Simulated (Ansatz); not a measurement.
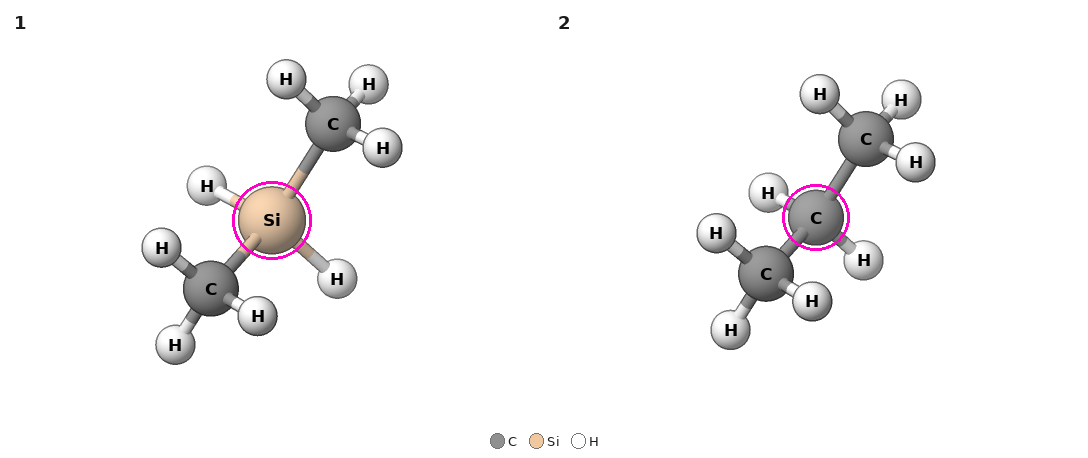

2 molecules with one skeleton, seen from the same side and at one scale; the atom that differs is circled. Each species is neutral and a spin singlet. Computed geometries: PBE0-D4/def2-TZVP optimisations, one conformation each. Properties computed with Ansatz 0.2.0.

One atom differs, called X below: Si in panel 1, C in panel 2. Their formulas are C2H8Si (`C[SiH2]C`), C3H8 (`CCC`).

**In which is the harmonic zero-point energy higher (PBE0-D4/def2-TZVP)?**

In panel 2 (X = C).

**In which is the HOMO–LUMO gap larger (PBE0-D4/def2-SVP)?**

In panel 2 (X = C).

Give the values. With PBE0-D4/def2-TZVP: mean length of X–C (Å), mean length of X–H (Å), angle H–X–H (°), dipole moment (D), harmonic zero-point energy (kJ/mol). With PBE0-D4/def2-SVP: HOMO energy (Kohn–Sham orbital) (eV), HOMO–LUMO gap (eV).

```csv
quantity,1 (Si),2 (C),2 − 1
mean length of X–C (Å),1.872,1.519,−0.353
mean length of X–H (Å),1.491,1.095,−0.396
angle H–X–H (°),107.3,106.0,−1.3
HOMO energy (Kohn–Sham orbital) (eV),−8.82,−9.08,−0.26
HOMO–LUMO gap (eV),10.45,11.03,+0.58
dipole moment (D),0.81,0.09,−0.72
harmonic zero-point energy (kJ/mol),236.3,271.6,+35.3
```
